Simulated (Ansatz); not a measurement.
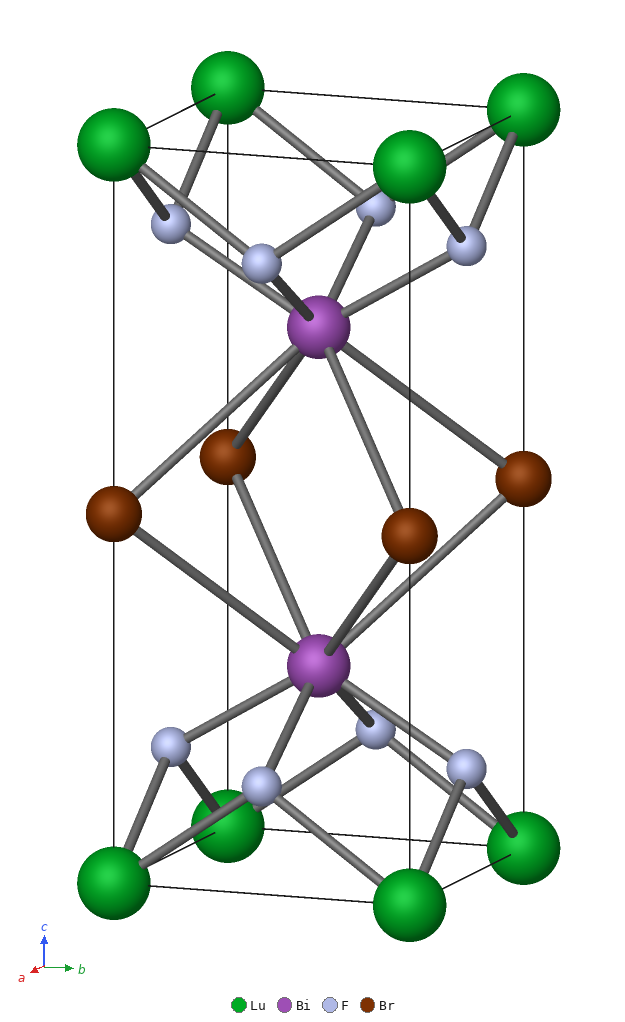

This ball-and-stick model is shown slightly off an axis. The wireframe shows the simulation cell.

```yaml
crystal:
  lattice:
    - [3.96498, 0.00000, 0.00000]
    - [0.00000, 3.96498, 0.00000]
    - [0.00000, 0.00000, 9.41487]
  atoms:
    - { symbol: Lu, position: [0.00000, 0.00000, 0.00000] }
    - { symbol: Bi, position: [0.50000, 0.50000, 0.72930] }
    - { symbol: Bi, position: [0.50000, 0.50000, 0.27070] }
    - { symbol: F, position: [0.50000, 0.00000, 0.85400] }
    - { symbol: F, position: [0.00000, 0.50000, 0.85400] }
    - { symbol: F, position: [0.50000, 0.00000, 0.14600] }
    - { symbol: F, position: [0.00000, 0.50000, 0.14600] }
    - { symbol: Br, position: [0.00000, 0.00000, 0.50000] }
```

The numbers come from DFT, PAW plane waves, PBE (Ansatz 0.2.0), using a 420 eV plane-wave basis, a 9×9×4 mesh of k-points, Gaussian smearing of 0.23 eV, no spin polarisation. The pressure of the cell is 13 GPa.

**Predict the Bader charges.**

Lu +2.15 e; Bi +1.07 e; Br -0.69 e; F -0.90 e.

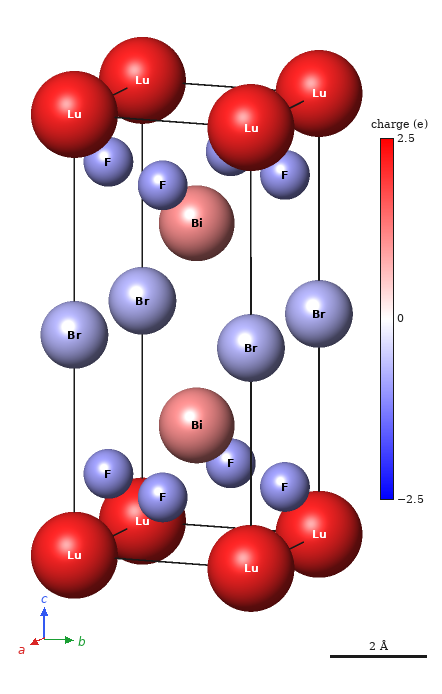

The atoms coloured by those charges.

The structure is a generated cell, made by putting these elements into a known structure type (the compound may or may not exist in this form); no relaxation was done. Ansatz was used for an electronic-structure calculation on it.

At this level of theory the cell isn't at rest (compressed, at 13 GPa and forces up to 4.4 eV/Å), so its distances can differ from those at equilibrium, the more so the softer the solid.
